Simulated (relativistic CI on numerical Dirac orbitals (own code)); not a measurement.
```
atom Ce  Z=58  charge=3  electrons=55
nucleus A=140  rms_radius_fm=4.8771
hamiltonian dirac-coulomb  breit=on  qed=on  c_scale=1
orbitals kli  potential=per-configuration
slater_scale 0.8
correlation none
mixing on
configurations
  [Xe] 4f
  [Ar] 3d9 4s2 4p6 4d10 4f2 5s2 5p6
end
absorption M4,5 T=300 lorentz=0.9 gauss=0.4
crystal_field C2v B20=140 B22=100 B40=-820 B42=-400 B44=360 B60=-600 B62=160 B64=580 B66=-490
```

Multiplet model: relativistic Dirac–Coulomb–Breit theory, one configuration a step, Slater integrals scaled by 0.8, 300 K, Voigt broadening (Lorentzian 0.9 eV, Gaussian 0.4 eV full widths), computed with a radial Dirac CI code. Dichroism is for the ground state at zero temperature, magnetised by a magnetic field of 10 T along z.

The M₄,₅ X-ray absorption spectrum that results:

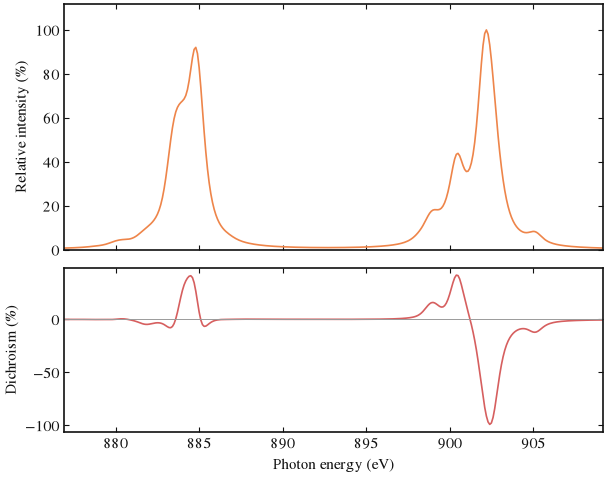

The main maxima lie at 884.8 eV (92), 900.5 eV (44) and 902.2 eV (100), heights in % of the largest; the centroid is at 893.4 eV. The lower edge holds 0.47 of the intensity (branching ratio, edges parted at 892 eV), and the core spin-orbit splitting of the orbitals is 19.3 eV. The ground state has S = 0.50. The circular dichroism (Δm = −1 less Δm = +1) is largest at 902.4 eV, −99 % of the isotropic maximum; its integrals over the lower and upper edge are 0.017 and −0.066 of the sum over the three polarisations. The magnetised ground state has ⟨Lz⟩ = −1.96 and ⟨Sz⟩ = 0.25.

Known limits: free-ion energies, so absolute edge positions are off by a few eV from solids.
